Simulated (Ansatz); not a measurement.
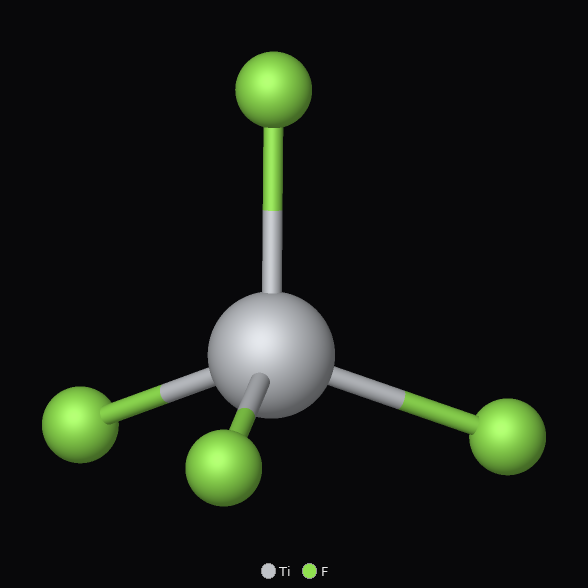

Charge 0, singlet. Harmonic vibrations computed with RKS PBE0-D4/def2-TZVP (Ansatz 0.2.0) at a stationary point of the same level.

> Is this a minimum or a saddle point?

A minimum: no imaginary frequency, and the lowest mode lies at 192 cm⁻¹.

> How many vibrational modes are there, and where do they lie?

9 modes: 192, 192, 221, 221, 221, 729, 813, 813, 813 cm⁻¹.
